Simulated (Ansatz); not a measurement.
System: H$_{4}$OSn.

The calculation's input:

```
crystal:
  periodic: [false, false, false]
  atoms:
    - { symbol: Sn, position_ang: [0.0, 0.0, 0.0] }
    - { symbol: H, position_ang: [0.0, 0.0, 1.74] }
    - { symbol: H, position_ang: [1.6408, 0.0, -0.5794] }
    - { symbol: O, position_ang: [-0.9232, 1.5994, -0.6527] }
    - { symbol: H, position_ang: [-1.881, 1.3686, -0.8751] }
    - { symbol: H, position_ang: [-0.8195, -1.4198, -0.5794] }
basis:
  gaussian: { orbitals: def2-TZVP }
hamiltonian:
  xc: pbe0
relax:
  f_tol: 0.02
  max_steps: 40
output:
  orbitals: {}
```

Launched as:

```sh
ansatz run input.yaml --threads 4 --pin off --max-ram 5120MiB --backend cpu --events-out ev --progress --plain --runs-dir out
```

The fields are those of the run's last geometry, not of the input's.

Core potentials replace the inner electrons of Sn.

The calculation used Ansatz, RKS PBE0/def2-TZVP.

> What will maps of the electron density and electron localisation function show?

Sn–O (1.97 Å): ρ at the midpoint is about 0.82 e/Å³; the ELF peaks at about 0.85 in the valence shell of O, 0.6 Å from its nucleus, and drops to about 0.15 between the two atoms.
O–H (0.96 Å): ρ is about 3.7 e/Å³ halfway; the ELF climbs to about 1 towards the hydrogen, as it does in any bond to H (a covalent bond by its length).
Sn–H (1.70 Å): ρ at the midpoint is about 1.2 e/Å³; the ELF climbs to about 1 towards the hydrogen.

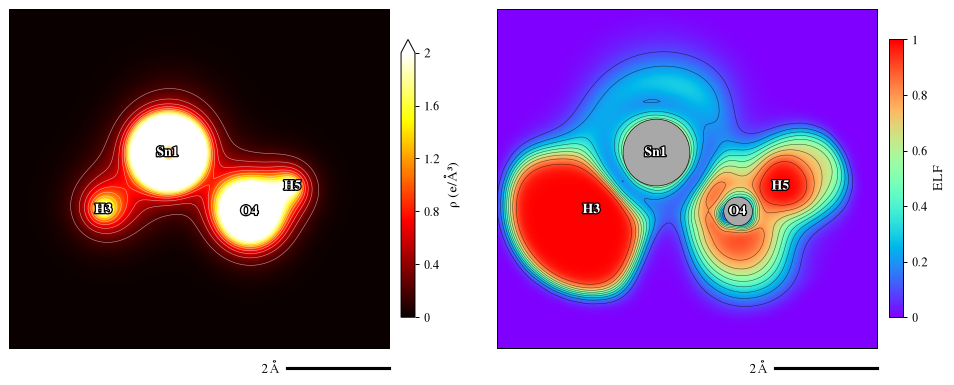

Computed electron density and electron localisation function on the plane of atoms H3, Sn1 and O4, in this order. Grey discs cover the atomic cores in the ELF map. 
